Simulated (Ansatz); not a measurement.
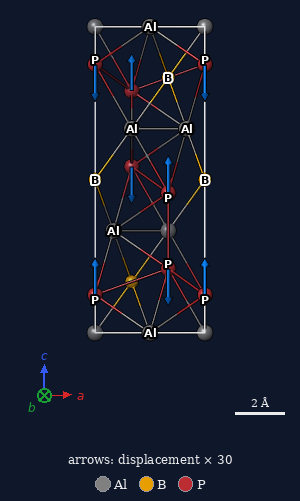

This is a relaxation of solid Al3BP2 (a generated structure, set up in R-3m) (coarse preliminary run). The starting structure is drawn; blue arrows show the displacements (the part carried along by the change of the cell is left out), 30 times their true length.

A ball-and-stick model of the conventional cell (3 times the calculation's cell), seen along the b axis. Lengths and directions refer to the drawn axes.

Theory: Ansatz, DFT PBE, scalar-relativistic, plane waves, PAW. (plane-wave cutoff 420 eV; k-point mesh 6 × 6 × 6; occupations gaussian; smearing width 0.1 eV; no spin polarisation; cell and atoms relaxed; force threshold 0.04 eV/Å; at most 70 steps)

**Describe the change and its energy.**

The largest moves relative to the cell, 0.052 Å, are those of P atoms. B and Al stay in place. The drawn cell changes as follows: a = b 5.182 → 6.205 Å (+19.7 %), c 12.512 → 8.276 Å (−33.9 %); the volume changes by −5.2 %. Near-neighbour distances that change, for instance: P–P 3.092 → 2.148 Å, Al–P 3.021 → 2.459 Å, Al–Al 2.591 → 3.102 Å, P–P 3.180 → 3.634 Å. Among the angles between lasting bonds that change: Al–B–Al 60.6° → 86.7°, Al–B–Al 119.4° → 93.3°. The space group stays R-3m (No. 166). Over 12 accepted moves (14 points after the start) the energy falls by 607 meV per atom. Largest force component: 0.22 eV/Å at the start, 0.016 eV/Å at the end. Pressure: −7.32 GPa at the start and 0.12 GPa at the end. The SCF was repeated twice at an unchanged geometry on a basis and grid sized afresh for the cell, which shifted the energy by 12.6 meV per atom at most.
